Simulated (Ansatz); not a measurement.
# Localised basis functions on Pd-Au Mackay icosahedron of 55 atoms (random alloy), part 2 of 2

Aim: test how closely localised support functions follow the reference on Pd-Au Mackay icosahedron of 55 atoms (random alloy), and at what cost. A setting counts as converged where the r.m.s. difference of forces stays under 1 % of the r.m.s. force.

Ansatz 0.2.0; Kohn-Sham DFT, PBE, PAW (set soft_2, large core), plane waves.

The cell: 38 Au and 17 Pd. The host structure and its lattice constant were typed by rule, without a check against the phase diagram. Beside vacuum, support functions can miss their usual error bounds without a warning. The main run has no spin polarisation. No spin–orbit coupling is included.

So far. Step 3 (Support functions low): Forces differ from the reference by 1.7 meV/Å r.m.s., 0.41 % of their size, within a tolerance of 1 %; the energy by -2.7 meV/atom. It took 3.1 min and 22 cycles; the reference's time can't be set against it, since the two runs asked for unlike analyses. Step 4 (Support functions medium): Forces differ from the reference by 1.7 meV/Å r.m.s., 0.42 % of their size, within a tolerance of 1 %; the energy by -2.7 meV/atom.

### Step 5. Support functions medium, radius 3.6 Å

Level of this step: Kohn-Sham DFT, PBE, PAW (set soft_2, large core), localised support functions (medium) (Ansatz).

The radius confines each support function; a larger one gives more freedom and more work per atom.

Contents of input.yaml:

```yaml
crystal:
  lattice:
    - [18.35935, 0.0, 0.0]
    - [0.0, 18.35935, 0.0]
    - [0.0, 0.0, 18.35935]
  atoms:
    [... the 55 atom lines of step 2 ...]
kpoints:
  mp_grid: { grid: [1, 1, 1] }
hamiltonian:
  xc: pbe
  pseudopotentials: { kind: paw, core: large }
scf:
  occupations: { method: cold, width: 0.15 }
  eigensolver: { kind: { support_functions: { accuracy: medium, radius: 3.6 } } }
  mixing: { beta: 0.4 }
  max_iter: 150
output:
  forces: true
  eigenvalues: true
```

Run with:

```sh
$ ansatz run input.yaml --threads 8 --pin off --max-ram 15872MiB --backend cpu --events-out ev --progress --plain --runs-dir out
```

Numbers of over 12 decimals in the logs are rounded to 6 here.

The log of the run:

```text
Warning: scf.eigensolver.kind.support_functions: disabling space-group detection — the functions' gradient is summed over unrotated k-points, so no spatial operation reduces the k-mesh or symmetrises the density; time reversal is kept, so that k and −k are solved as one point where they differ and the mesh holds both, and exact exchange and, on two spinor components, a DFT+U term hold to it where the run has them: [...]
settings of this run that can trade accuracy for cost: scf.eigensolver.kind.support_functions [...]
Engine: ansatz 0.2.0, aarch64-unknown-linux-gnu
Pseudopotentials: kind: paw
Pseudopotential: Au, paw, valence charge 11, recommended cutoff 420 eV (normal), Au.paw.azcp#standard-large-core
Pseudopotential: Pd, paw, valence charge 18, recommended cutoff 420 eV (normal), Pd.paw.azcp
[... 5 lines on functional and potentials left out ...]
Error: SCF: the radius of support functions is under 4.28 Å, the least for these sites at the functions' level (scf.eigensolver.kind.support_functions.accuracy). Use scf.eigensolver.kind: auto, or type scf.eigensolver.kind.support_functions.radius at least as long, [...]
```

It took 1.1 s on 8 threads of Arm Neoverse V2, shared host; peak memory 0.79 GiB.

The program refuses radii under 4.28 Å for these atoms at this level.

Runs without a result: support functions medium, radius 3.6 Å (error).

### Step 6. All settings compared

Differences are against the plane-wave reference (Kohn-Sham DFT, PBE, PAW (set soft_2, large core), plane waves), whose r.m.s. force component is 0.413 eV/Å. Energies are set beside the reference only for runs with its functional, potentials and electron count. Times are for 8 threads of Arm Neoverse V2, shared host. The reference's time includes the DOS, ELF and grids, which some other runs skip.

```
                     run  Δ force, r.m.s. (meV/Å)  share of r.m.s. force (%)  Δ energy (meV/atom)  cycles     time  host memory (GiB)
               reference                        -                          -                    -      19     82 s                7.2
   support functions low                     1.69                       0.41                -2.68      22  3.1 min                6.8
support functions medium                     1.72                      0.416                -2.68      27  3.5 min                7.1
```

### Step 7. The reference in detail

The comparisons rest on this run, so its electronic structure is set out here.

Neighbours are counted within 3.38 Å (Au-Au), 3.38 Å (Au-Pd), 3.33 Å (Pd-Pd).

Length of the force by element and coordination:

```
element  coordination  atoms  mean length of the force (eV/Å)  spread  least   most
     Au           all     38                            0.704   0.324  0.166   1.39
     Au             6      8                            0.384   0.155  0.166  0.634
     Au             8     20                            0.762   0.278  0.331   1.33
     Au            12     10                            0.841   0.344  0.242   1.39
     Pd           all     17                            0.487   0.273  0.164   1.14
     Pd             6      4                            0.762   0.190  0.535  0.959
     Pd             8     10                            0.338   0.116  0.164  0.564
     Pd            12      3                            0.620   0.369  0.322   1.14
```

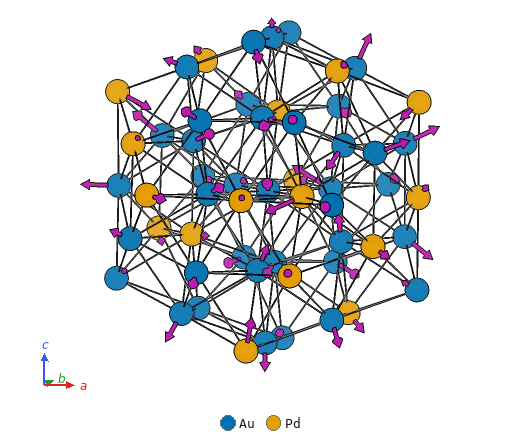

Forces as arrows; the longest in the cell is 1.39 eV/Å.

Density of states as counts of states in windows of 1 eV (from the Fermi level), total and the larger projections:

```
from (eV)  to (eV)  total  Au d  Pd d  Au s
      -18       -9    0.0   0.0   0.0   0.0
       -9       -8    2.0   0.1   0.0   1.8
       -8       -7    3.7   0.6   0.1   2.9
       -7       -6   17.4  10.3   0.8   6.0
       -6       -5   53.4  39.3   3.9   9.3
       -5       -4   80.7  66.6   7.9   4.8
       -4       -3  106.9  89.7  12.1   3.9
       -3       -2  116.3  93.0  17.8   4.1
       -2       -1  104.2  52.3  45.2   5.1
       -1        0  103.2  21.3  73.4   6.3
        0        1   19.4   2.2   5.1   7.6
        1        2   20.9   1.3   1.4   8.7
        2        3   24.7   1.0   0.9   5.7
        3        4   27.0   0.5   0.4   2.8
        4        5   24.7   0.2   0.2   1.2
```

The stored curve holds about 588 of the 724 electrons; the rest, give or take the few that broadening carries across the Fermi level, lie in deeper levels below its range.

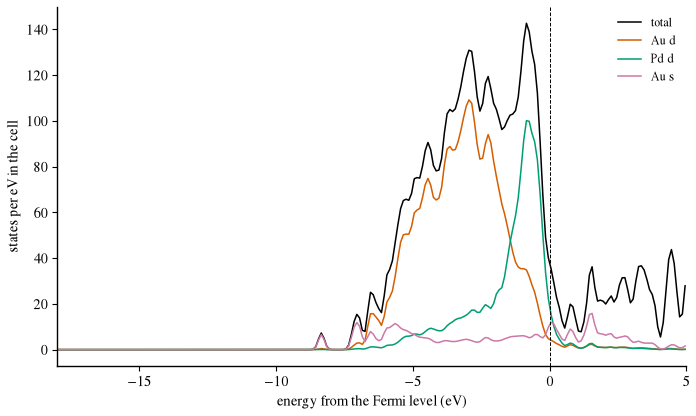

Total and projected density of states, with the broadening of the input.

The levels nearest the highest filled one (over half full), pooled over k-points and spins:

```
level less the highest filled one (eV)  occupation
                                -0.214        2.15
                                -0.204        2.16
                                -0.157        2.14
                               -0.0946        1.90
                               -0.0298        1.34
                                     0        1.04
                                0.0415        0.66
                                 0.129       0.162
                                 0.163       0.078
                                 0.230       0.014
                                 0.367           0
                                 0.429           0
```

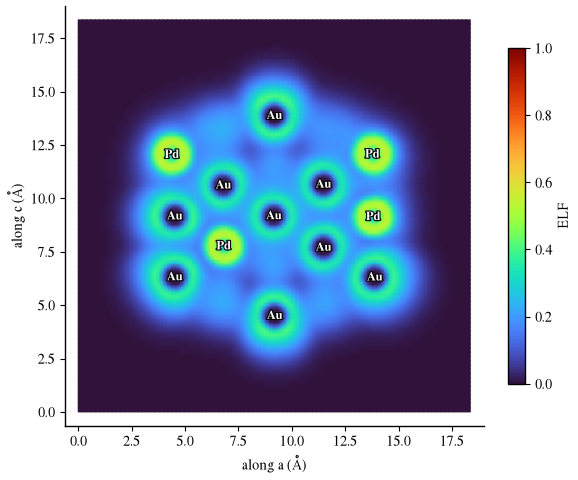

ELF in the ac plane at fractional y = 0.497, with atoms of Au and Pd within 0.2 Å of it. It is the smooth field of the valence electrons, not physical close to the nuclei.

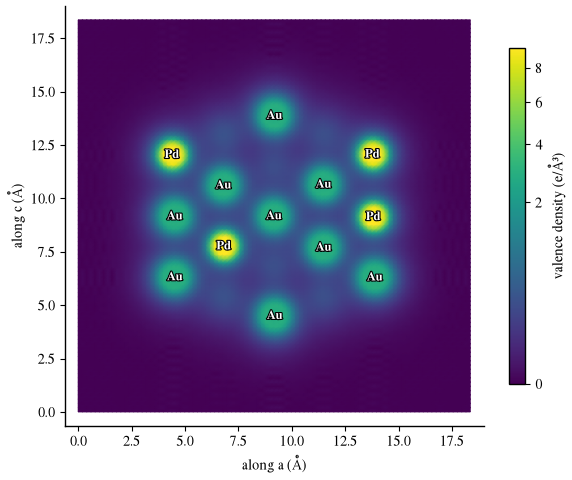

Valence density in the ac plane at fractional y = 0.497, with atoms of Au and Pd within 0.2 Å of it. It is the smooth field of the valence electrons, not physical close to the nuclei. The colour scale is stretched toward low values.

### Step 8. Local order

These statistics describe the geometry on which the runs were made.

Normalised to the volume that the atoms fill. g(r), total and by pair (bins of 0.2 Å):

```
r (Å)  total  Au-Au  Au-Pd  Pd-Pd
 2.60   0.51   0.70   0.26   0.58
 2.80   7.81   7.65   8.68   4.66
 3.00   3.17   2.89   3.65   2.40
 3.20   0.00   0.00   0.00   0.00
 3.40   0.00   0.00   0.00   0.00
 3.60   0.00   0.00   0.00   0.00
 3.80   0.03   0.06   0.00   0.00
 4.00   1.46   1.50   1.46   1.29
 4.20   0.00   0.00   0.00   0.00
 4.40   0.00   0.00   0.00   0.00
 4.60   1.44   1.68   1.20   1.34
 4.80   0.99   1.16   0.82   0.90
 5.00   1.60   1.60   1.52   1.99
 5.20   0.05   0.00   0.11   0.00
 5.40   1.99   2.02   1.95   1.96
 5.60   0.65   0.76   0.52   0.68
 5.80   0.35   0.30   0.44   0.24
 6.00   0.00   0.00   0.00   0.00
 6.20   0.00   0.00   0.00   0.00
 6.40   0.02   0.02   0.00   0.10
 6.60   1.07   1.05   1.13   0.95
 6.80   0.00   0.00   0.00   0.00
 7.00   0.04   0.03   0.06   0.00
 7.20   1.73   1.71   1.77   1.75
 7.40   0.06   0.05   0.09   0.00
 7.60   0.41   0.33   0.53   0.22
 7.80   0.00   0.00   0.00   0.00
```

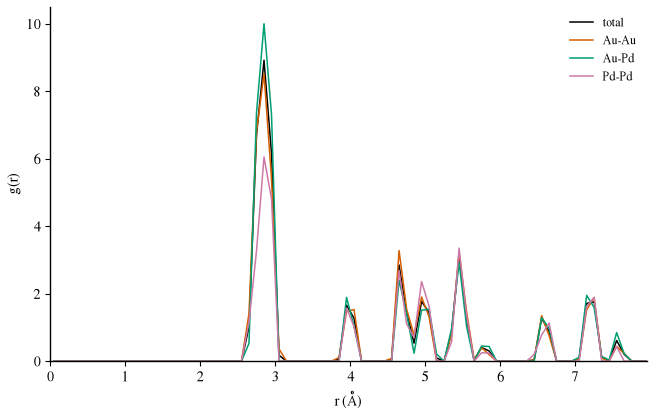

Pair distribution functions.

Bonds by pair of elements; cutoffs follow the first minimum of g(r), held within bounds set by covalent radii, and pairs that aren't listed don't count as bonded:

```
pair A-B  cutoff (Å)  bonds  mean length (Å)  spread (Å)  shortest (Å)  B about A  A about B
   Au-Au        3.38    109             2.84       0.084          2.64       5.74       5.74
   Au-Pd        3.38    110             2.85       0.077          2.65       2.90       6.47
   Pd-Pd        3.33     15             2.85       0.087          2.67       1.76       1.76
```

How many atoms have how many bonded neighbours:

```
element  mean  6   8  12
     Au  8.63  8  20  10
     Pd  8.23  4  10   3
```

For some of the pairs, g(r) has its first main peak near 2.85 Å (Au-Au), 2.85 Å (Au-Pd) and 2.86 Å (Pd-Pd). By these cutoffs 53 % of Au atoms have 8 and 59 % of Pd atoms have 8 bonded neighbours.

Local excerpt of 13 atoms (numbers count through the whole input) about Au5, which bears the longest force; x, y, z are measured from there.

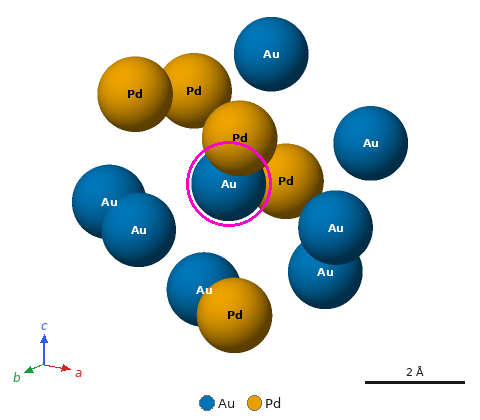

The atoms of the table, within 3.0 Å (arrows a, b, c point along x, y, z); some may hide others; the central atom is ringed.

```
atom      x      y      z  distance (Å)  bonds     Fx     Fy  Fz (eV/Å)
 Au5   0.00   0.00   0.00          0.00     12   0.73  -1.13       0.32
Au43  -1.40   2.24  -0.03          2.64      8  -0.95   0.74       0.56
Au18  -2.28  -0.09  -1.45          2.70      8  -0.92  -0.17       0.01
Pd37   0.07   1.34   2.38          2.73      8  -0.24   0.14       0.24
 Au1   2.36  -0.03  -1.44          2.77     12   0.20  -1.26       0.32
Pd19  -2.38  -0.11   1.43          2.78      6   0.85   0.01      -0.41
Au36   0.02  -1.50   2.36          2.80      8  -0.49  -0.04       0.16
 Au6   0.94   2.24  -1.46          2.83     12   0.10   0.21       0.07
Pd47  -1.42  -2.45   0.02          2.83      8   0.04   0.14       0.07
 Pd4   0.05  -0.14  -2.85          2.85     12   0.26   0.18      -0.04
Pd11   2.36   1.36   0.89          2.86     12  -0.08  -0.32      -0.22
 Au8   0.94  -2.46  -1.44          3.00     12   0.26   0.63       0.18
Au10   2.42  -1.58   0.89          3.02     12  -0.04   0.60      -0.30
```

The column of bonds counts only the pairs Au-Au within 3.38 Å, Au-Pd within 3.38 Å, Pd-Pd within 3.33 Å; other neighbours, such as metal atoms beside each other in a compound, aren't counted, and periodic images can show an atom twice.

### Step 9. What came out

| Item | Value |
| --- | --- |
| free energy per atom | -9478.5547 eV/atom |
| r.m.s. force component | 0.4127 eV/Å |
| wall time of the 3 DFT runs | 8 min |

In words: Against plane waves at 420 eV, the forces differ by 1.7 meV/Å (0.42 %) with support functions medium. At 55 atoms the fastest of the runs at a preset level, support functions low, takes roughly 2.3 times the time of plane waves (whose run also made extra analyses, so the like-for-like ratio is larger), in 22 SCF cycles against 19. Differences between support functions and plane waves include what basis error the plane-wave run still has.

6 levels are partly filled, by over 2 % (at Γ alone): no clear gap opens at this level. By these cutoffs 53 % of Au atoms have 8 and 59 % of Pd atoms have 8 bonded neighbours.

**Limits.** The geometry was built by rule, was displaced at random and isn't relaxed at this level: its force components are 0.41 eV/Å r.m.s.

[Logs are printed without paths, hosts, clocks, repeated set-up lines and the standing remarks that a program may print on its own settings, such as how far it seeks lower states.]

[Hosts, paths, dates, database ids (printed as entryN), source tags and the programs' standing remarks are cut or masked in the printed files.]
